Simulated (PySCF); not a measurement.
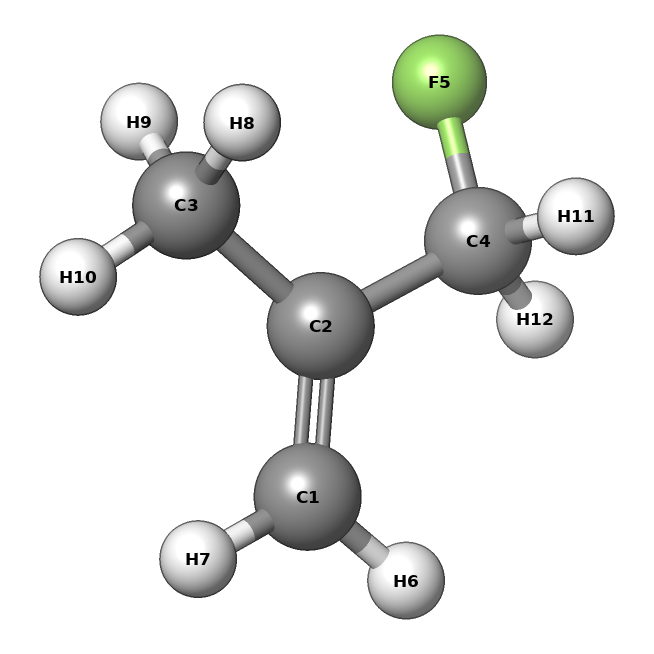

Geometry: a distorted geometry made from a computed GFN2-xTB structure, not a minimum. Properties computed with B3LYP/pcJ-1 indirect spin-spin coupling, non-relativistic, gas phase (PySCF 2.14.0). Isotopes: 13C, 19F, 1H.

Give the spin–spin coupling constants of these pairs, with the number of bonds between them: C4/F5, C2/F5, F5/H11, F5/H12, C1/F5, C3/F5.

```csv
pair,bonds apart,J (Hz)
"C4, F5",1,−222.8
"C2, F5",2,18.3
"F5, H11",2,54.8
"F5, H12",2,53.6
"C1, F5",3,4.1
"C3, F5",3,8.5
```

Density functionals are unreliable for couplings to fluorine, so those rows may be far off.
